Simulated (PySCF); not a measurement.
In(Cl)(Me)2, C₂H₆ClIn, SMILES [CH3][In]([Cl])[CH3], singlet, PBE0/def2-SVP optimised geometry. Atoms within 1.6 Å of the plane z = 0.0 Å (x, y, z in Å): In1 (-0.31, 0.03, 0.00), Cl2 (2.08, 0.03, 0.00), C3 (-1.09, -1.97, -0.01), H4 (-1.75, -2.12, -0.88), H5 (-1.67, -2.15, 0.91), H6 (-0.26, -2.69, -0.05), C7 (-1.08, 2.03, 0.00), H8 (-2.08, 2.08, 0.45), H9 (-1.14, 2.39, -1.04), H10 (-0.39, 2.69, 0.56).

Calculation: PBE0/def2-TZVP, def2 effective core potentials past Kr (PySCF 2.14.0). The core electrons that the potentials of In replace are not part of the density. Cells within 0.4 Å of a nucleus heavier than hydrogen are left out (blank, or x).

Map of the HOMO amplitude (bohr^(-3/2)) on the plane z = 0.0 Å; orbital energy -7.57 eV, overall sign arbitrary:

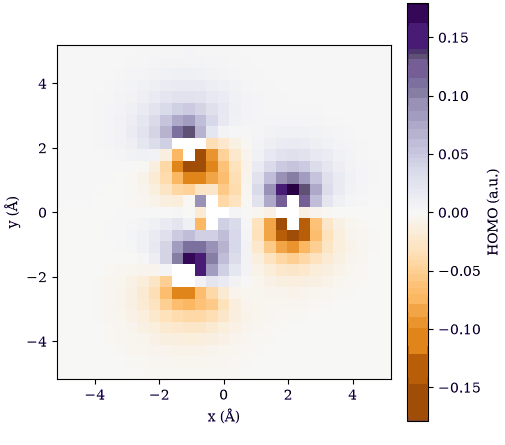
Fig. 1. HOMO amplitude (bohr^(-3/2)) on the plane z = 0.0 Å.
